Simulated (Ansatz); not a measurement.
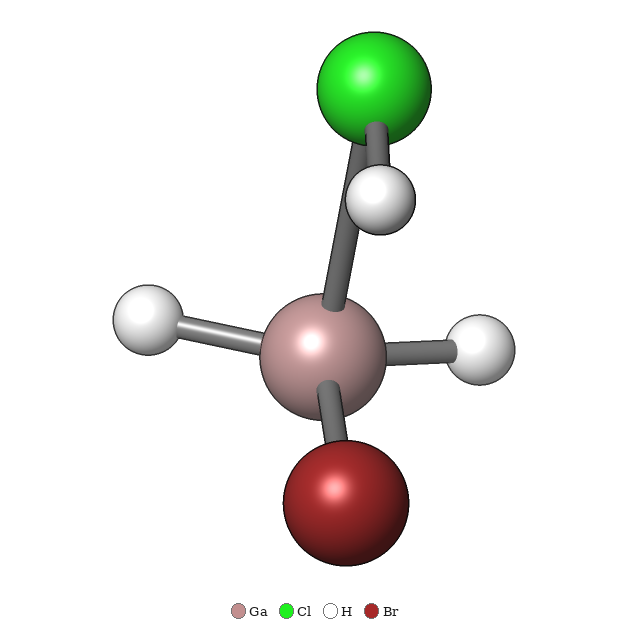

The picture shows a molecular structure as a ball-and-stick model.

Computed geometry: PBE0-D4/def2-TZVP optimisation.

> Count the atoms of each element.

BrClGaH3, 6 atoms: 1 bromine, 1 chlorine, 1 gallium and 3 hydrogen.

> Count the bonded pairs by element.

2 Ga–H, 1 Cl–Ga, 1 Cl–H, 1 Br–Ga. Sticks follow a distance rule.

More results for the same structure follow; atom numbers are the same in all pictures, views and colours differ.

### Shape

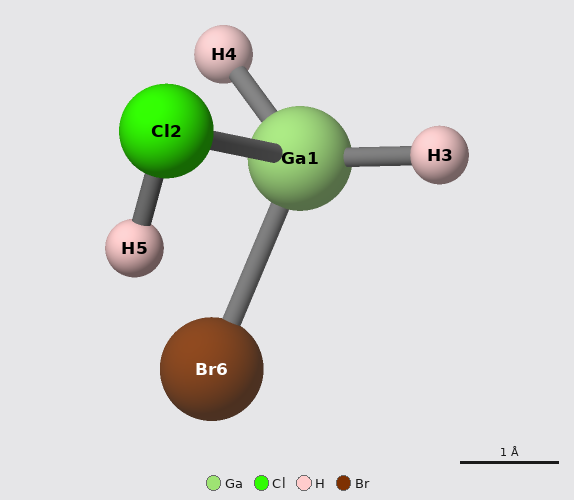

Atoms carry their numbers in the input.

> Describe the coordination of atom 2.

Cl2 has 2 neighbours (Ga1 at 2.73, H5 at 1.30 Å); the arrangement is bent.

### Electronic properties

Level of theory: RKS PBE0-D4/def2-TZVP (Ansatz 0.2.0).

Predict the main results.

- dipole moment: 1.67 D
- harmonic zero-point energy: 60.5 kJ/mol

### Vibrations

Harmonic vibrations computed with RKS PBE0-D4/def2-TZVP (Ansatz 0.2.0) at a stationary point of the same level.

> How many vibrational modes are there, and where do they lie?

12 modes: 83, 117, 243, 269, 344, 387, 469, 637, 716, 2019, 2033, 2792 cm⁻¹.

### Charges

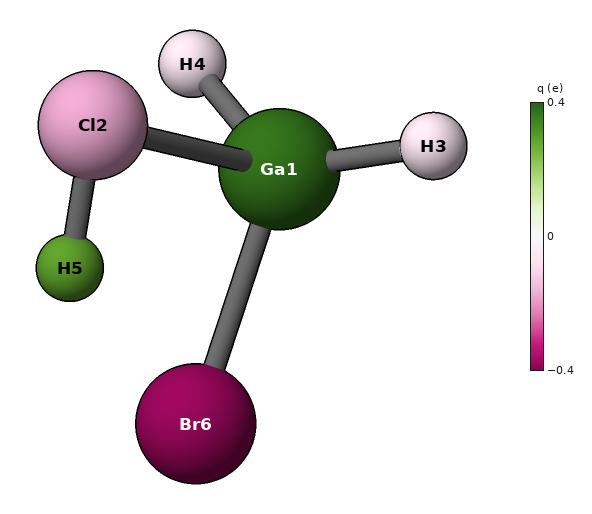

Atoms are coloured by their Mulliken charges. Method: RKS PBE0-D4/def2-TZVP (Ansatz 0.2.0).

> Which atom carries the highest charge (most positive or least negative)?

Ga1 (0.37 e).

> And the lowest?

Br6 (−0.38 e).

List the Mulliken charges.

```tsv
atom	value (e)
Ga1	0.37
Cl2	−0.18
H3	−0.05
H4	−0.05
H5	0.29
Br6	−0.38
```

Mulliken values depend strongly on the basis set and can even reverse the polarity of a bond.
